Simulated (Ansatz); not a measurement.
# CH7BOSi: rigid torsion scan

Wanted for CH7BOSi: a rigid torsion scan. SMILES: OCB[SiH3].

All numbers are computed with the Python package of Ansatz 0.2.0. The levels of theory stand in the script.

## 1. Starting point

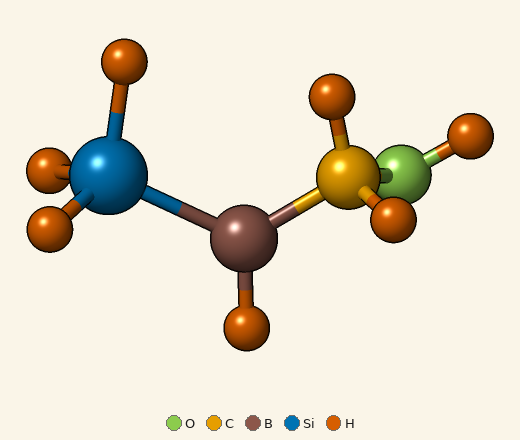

The starting structure, viewed from a chosen angle; oxygen green, carbon amber, boron brown, silicon blue, hydrogen orange.

No structure file is read: the coordinates are typed or built in the script.

## 2. The code

torsion.py

```python
"""Energy of CH7BOSi as one group turns about a bond."""

import ansatz as az
from ase import Atoms

config = {
    "basis_set": "6-31G*",
    "xc": "pbe0",
    "fmax": 0.02,
    "method": "mp2",
}


def main() -> None:
    atoms = Atoms(["O", "C", "B", "Si", "H", "H", "H", "H", "H", "H", "H"], positions=[
        [-1.3021, 1.4353, -0.9834],
        [-0.1702, 1.1919, -0.3086],
        [0.2408, -0.2968, -0.6385],
        [0.5202, -1.6014, 0.7927],
        [-1.5743, 2.4139, -0.7914],
        [-0.324, 1.3329, 0.785],
        [0.6689, 1.8833, -0.6369],
        [0.5402, -0.6007, -1.7455],
        [0.1193, -0.9751, 2.1302],
        [1.8306, -2.1106, 0.856],
        [-0.4838, -2.7298, 0.5612],
    ])

    # relax first, so that the scan starts from a minimum
    first = az.Crystal.molecule_from_ase(atoms).calculation()
    first = first.basis(gaussian=config["basis_set"]).functional(config["xc"])
    first = first.relax(force_tolerance=config["fmax"], max_steps=80)
    atoms.positions = first.run(threads=1, backend="cpu").report["positions_ang"]

    start = atoms.get_dihedral(1, 2, 3, 8)
    energies = {}
    for turn in range(0, 121, 15):
        turned = atoms.copy()
        turned.set_dihedral(1, 2, 3, 8, start + turn, indices=[3, 8, 9, 10])
        base = (
            az.Crystal.molecule_from_ase(turned).calculation()
            .basis(gaussian=config["basis_set"])
            .correlation(config["method"])
        )
        energies[round((start + turn) % 360)] = base.run(threads=1, backend="cpu").report["free_energy_ev"]
    floor = min(energies.values())
    print("dihedral C1-B2-Si3-H8 (deg)   E - E(min) (eV)")
    for angle, e in sorted(energies.items()):
        print(f"{angle:8d} {(e - floor):14.3f}  " + "#" * int(30 * (e - floor) / max(max(energies.values()) - floor, 1e-9)))


if __name__ == "__main__":
    main()
```

## 3. Launch

Command:

```
$ python torsion.py
```

Log:

```text
dihedral C1-B2-Si3-H8 (deg)   E - E(min) (eV)
      15          0.005  ####
      30          0.019  #############
      45          0.033  ########################
      60          0.040  ##############################
      75          0.038  ############################
      90          0.028  #####################
     105          0.017  ############
     120          0.010  #######
     360          0.000
```

Wall time 48 s (1 thread of Arm Neoverse V2, shared host); peak memory 0.23 GiB.

## 4. How the relaxation of run 0 went

Relaxation path:

| step | E - E(step 1) (eV) | largest force component (eV/Å) |
| --- | --- | --- |
| 1 | 0.0000 | 3.5216 |
| 2 | -0.4093 | 1.1161 |
| 3 | -0.5189 | 0.4557 |
| 4 | -0.5692 | 0.6451 |
| 5 | -0.6346 | 0.4584 |
| 6 | -0.6704 | 0.1690 |
| 7 | -0.6797 | 0.1172 |
| 8 | -0.6807 | 0.1720 |
| 9 | -0.6830 | 0.0743 |
| 10 | -0.6835 | 0.0305 |
| 11 | -0.6836 | 0.0118 |

Step 1 is the start.

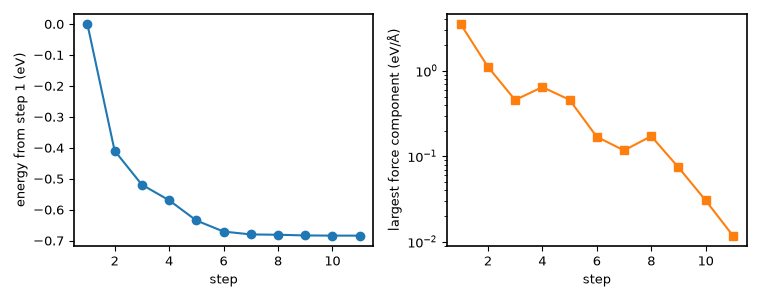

Energy and largest force along the relaxation.

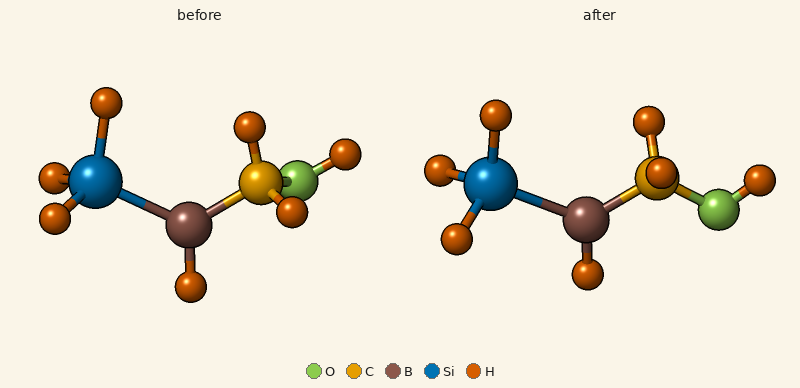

Before and after, at one scale.

Before: Bond lengths: O1–C2 1.340 Å, C2–B3 1.579 Å, B3–Si4 1.957 Å, O1–H5 1.034 Å, C2–H6 1.113 Å, C2–H7 1.136 Å, B3–H8 1.186 Å, Si4–H9 1.530 Å, Si4–H10 1.407 Å, Si4–H11 1.528 Å. Angles (14 of 16 angles, heavy atoms first): O1–C2–B3 106.6°, C2–B3–Si4 120.9°, O1–C2–H6 110.8°, O1–C2–H7 111.6°, B3–C2–H6 111.1°, B3–C2–H7 108.7°, C2–O1–H5 107.5°, C2–B3–H8 120.1°, Si4–B3–H8 118.4°, B3–Si4–H9 109.2°, B3–Si4–H10 114.0°, B3–Si4–H11 106.7°, H6–C2–H7 108.0°, H9–Si4–H10 110.7°.

After: Bond lengths: O1–C2 1.410 Å, C2–B3 1.556 Å, B3–Si4 2.024 Å, O1–H5 0.966 Å, C2–H6 1.110 Å, C2–H7 1.111 Å, B3–H8 1.199 Å, Si4–H9 1.495 Å, Si4–H10 1.494 Å, Si4–H11 1.494 Å. Angles (14 of 16 angles, heavy atoms first): O1–C2–B3 114.1°, C2–B3–Si4 121.1°, O1–C2–H6 112.4°, O1–C2–H7 112.3°, B3–C2–H6 107.3°, B3–C2–H7 106.5°, C2–O1–H5 108.1°, C2–B3–H8 119.8°, Si4–B3–H8 119.1°, B3–Si4–H9 114.0°, B3–Si4–H10 110.2°, B3–Si4–H11 110.0°, H6–C2–H7 103.5°, H9–Si4–H10 107.6°.

Run 0 is this relaxation; the runs after it count from 1.

## 5. What each run gave

From the records of these 9 runs:

```
run  turn (°)  energy from run 1 (eV)  iterations in all  CPU time (s)
  1         0                  0.0000                 12          0.77
  2        15                  0.0055                 12          0.77
  3        30                  0.0186                 12          0.76
  4        45                  0.0325                 12          0.76
  5        60                  0.0403                 12          0.79
  6        75                  0.0383                 12          0.77
  7        90                  0.0283                 12          0.76
  8       105                  0.0166                 12          0.78
  9       120                  0.0098                 12          0.78
```

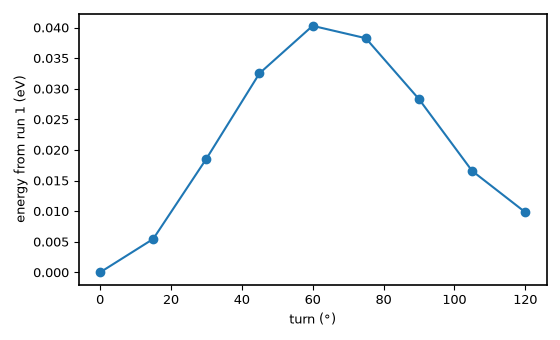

Energy against turn; lines join the points.

## 6. What came out

```
              quantity     value
         runs compared         9
       range of energy  0.040 eV
lowest point, turn (°)         0
```

In words: The lowest point lies at a turn of 0°, the highest 0.040 eV (3.9 kJ/mol) above it at 60°. The grid can miss the true lowest and highest points, and the rest of the molecule is held rigid. Run 0: After 10 moves the largest shift is 0.915 Å. So large a move can change the bonding: the results belong to the relaxed structure. The scan is rigid and the energies are electronic, in a modest basis. With rigid groups the curve can differ much from the relaxed path, the start wasn't checked as a minimum of this torsion, and equivalent turns needn't return to the same energy. The start is relaxed with a density functional and scanned with the wavefunction method, so it isn't exactly that method's minimum.
